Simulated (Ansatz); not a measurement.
**CH₃Te: one change and its effect**

System: CH₃Te, multiplicity 2, SMILES C[Te].
Method of run 1: UKS PBE0-D4/def2-TZVPP (Ansatz 0.2.0).

The geometry comes from this level: PBE0-D4/def2-TZVP. Text and figures count atoms from 1; the logs count them from 0 in places.

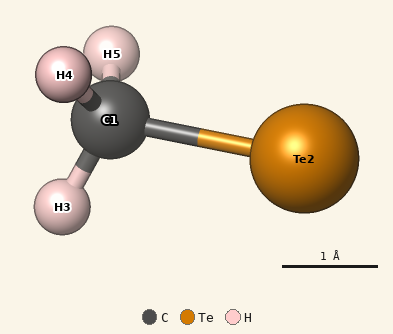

Fig. 1: The input geometry (ball-and-stick view, seen at a tilt; atoms are numbered from 1 in the order of the input). Bond lengths as drawn: C–H 1.09 Å and C–Te 2.14 Å.

## The input, run 1
```yaml
crystal:
  periodic: [false, false, false]
  atoms:
    - {symbol: C, position_ang: [-0.203929, -0.046081, -0.001386]}
    - {symbol: Te, position_ang: [1.911984, 0.238242, 0.073450]}
    - {symbol: H, position_ang: [-0.456780, -1.054791, 0.316204]}
    - {symbol: H, position_ang: [-0.702487, 0.699419, 0.613475]}
    - {symbol: H, position_ang: [-0.498789, 0.089510, -1.043242]}
basis:
  gaussian: {orbitals: def2-TZVPP}
magnetization: {spin_polarized: true, initial_magnetization: 1}
hamiltonian: {xc: pbe0, dispersion: d4}
output: {orbitals: {seedname: orbitals}}
```

Hardware: 2 CPU threads, shared host.

## Output (run 1)
```
Functional definition: PBE0
  parameter a = 0.25
  parameter kappa = 0.804
  parameter beta = 0.06672455060314922
  exchange = (1 - a)*pbe_x(kappa = kappa, mu = beta*pi^2/3) + a*exact_x
  correlation = pbe_c(beta = beta)
795 factors; their error is unknown
mean field evaluation 1: about -8372.6262 eV, gradient 3.3e1 eV
mean field evaluation 2: about -8366.4004 eV, gradient 4.5e1 eV
mean field evaluation 4: about -8377.8214 eV, gradient 2.0e0 eV
mean field evaluation 8: about -8377.9788 eV, gradient 8.4e-2 eV
mean field evaluation 16: about -8377.9788 eV, gradient 7.6e-4 eV
mean field evaluation 32: about -8377.9788 eV, gradient 6.6e-6 eV
mean field -8377.97882527 eV, -307.8850430307 hartree, gradient 6.6e-6 eV, S^2 0.754143; 2 other end points of the search recorded, 0 dependent functions left out
reference -8377.97884905 eV, -307.8850439045 hartree; 17, 16 occupied and 106, 107 virtual orbitals, 795 factors
Total energy: -8378.03615058 eV, -307.8871496970 hartree
```

The input of run 2 differs as follows (lines with − go, lines with + come):
```diff
-  gaussian: {orbitals: def2-TZVPP}
+  gaussian: {orbitals: def2-SVP}
```

What does this change do to the results?

The total energy of run 2 is 35.7 kcal/mol higher, which measures the change of basis and not a stability. The HOMO goes from −5.88 to −5.75 eV. The basis functions go from 123 to 55.

## Output (run 2)
```
Functional definition: PBE0
  parameter a = 0.25
  parameter kappa = 0.804
  parameter beta = 0.06672455060314922
  exchange = (1 - a)*pbe_x(kappa = kappa, mu = beta*pi^2/3) + a*exact_x
  correlation = pbe_c(beta = beta)
637 factors; integrals over basis functions are off by at most 1.1e-3 eV
mean field evaluation 1: about -8372.7479 eV, gradient 2.7e1 eV
mean field evaluation 2: about -8369.2975 eV, gradient 3.4e1 eV
mean field evaluation 4: about -8376.3463 eV, gradient 6.4e-1 eV
mean field evaluation 8: about -8376.4312 eV, gradient 2.2e-2 eV
mean field evaluation 16: about -8376.4312 eV, gradient 6.6e-4 eV
mean field evaluation 32: about -8376.4312 eV, gradient 2.3e-5 eV
mean field -8376.43124682 eV, -307.8281705715 hartree, gradient 4.5e-6 eV, S^2 0.752879; 2 other end points of the search recorded, 0 dependent functions left out
reference -8376.43126692 eV, -307.8281713101 hartree; 17, 16 occupied and 38, 39 virtual orbitals, 637 factors
Total energy: -8376.48856845 eV, -307.8302771026 hartree
```

## The two runs side by side

```csv
quantity,run 1,run 2
outcome,converged,converged
total energy (hartree),−307.887150,−307.830277
HOMO (eV),−5.88,−5.75
LUMO (eV),−3.71,−3.69
⟨S²⟩,0.754,0.753
basis functions,123,55
wall time (shared host),12 s,5.5 s
```
